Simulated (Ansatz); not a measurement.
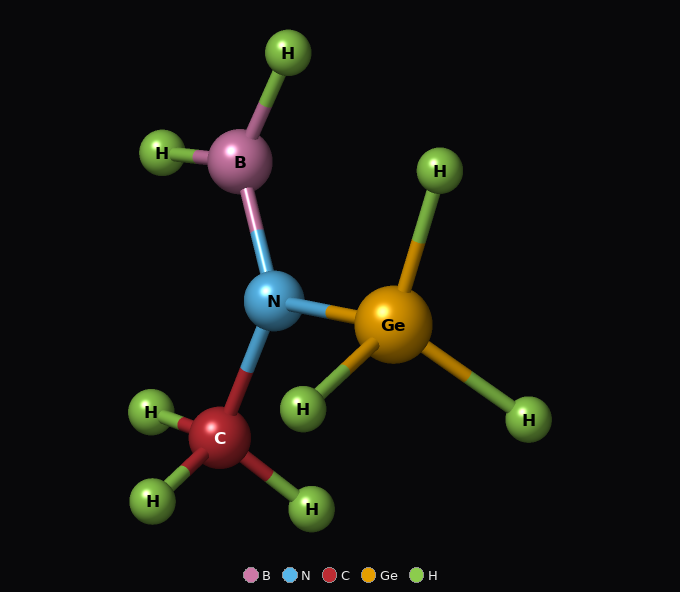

Sticks follow a distance rule. Harmonic vibrations computed with RKS PBE0-D4/def2-TZVP (Ansatz 0.2.0) at a stationary point of the same level.

Question: How many imaginary frequencies does it have?

Answer: A minimum: no imaginary frequency, and the lowest mode lies at 97 cm⁻¹.

Question: List the wavenumbers.

Answer: 30 modes: 97, 166, 247, 255, 332, 517, 590, 616, 635, 839, 865, 887, 931, 999, 1045, 1149, 1191, 1221, 1424, 1463, 1487, 1508, 2145, 2148, 2203, 2553, 2633, 3024, 3078, 3131 cm⁻¹.
